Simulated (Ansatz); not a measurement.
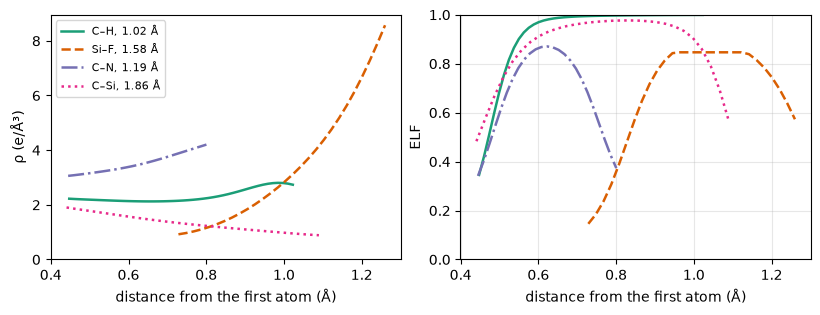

Figure. C2H3F2NSi. Electron density and electron localisation function along straight lines between neighbouring atoms. The curves leave out the atomic cores.

The fields and orbitals are those of the mean-field reference, not of the correlated method.

Level of theory: MP2, Gaussian basis in Ansatz.

```yaml
atoms:
  - { symbol: C, position_ang: [-0.4298, -0.9659, 0.7299] }
  - { symbol: Si, position_ang: [0.4881, 0.0602, -0.5135] }
  - { symbol: F, position_ang: [2.0151, -0.0735, -0.1511] }
  - { symbol: F, position_ang: [0.3348, -0.5832, -1.9642] }
  - { symbol: C, position_ang: [-0.0032, 1.8677, -0.5587] }
  - { symbol: N, position_ang: [-0.3328, 3.0067, -0.5391] }
  - { symbol: H, position_ang: [-0.3090, -0.5338, 1.7365] }
  - { symbol: H, position_ang: [-1.5105, -0.8712, 0.4881] }
  - { symbol: H, position_ang: [-0.1642, -1.9533, 0.7550] }
```

What can be read from the curves?

C–H (1.02 Å): the density is about 2.2 e/Å³ at the midpoint; the ELF climbs to about 1 towards the hydrogen, as it does in any bond to H; an ordinary covalent bond to hydrogen.
Si–F (1.58 Å): ρ at the midpoint is about 1.1 e/Å³; the ELF peaks at about 0.85 in the valence shell of F, 0.6 Å from its nucleus, and is about 0.30 at the midpoint.
C–N (1.19 Å): the density is about 3.4 e/Å³ at the midpoint; the ELF peaks at about 0.85 between the atoms; a multiple bond.
C–Si (1.86 Å): the density is about 1.1 e/Å³ at the midpoint; the ELF peaks at about 1 between the atoms, as expected for a shared electron pair.
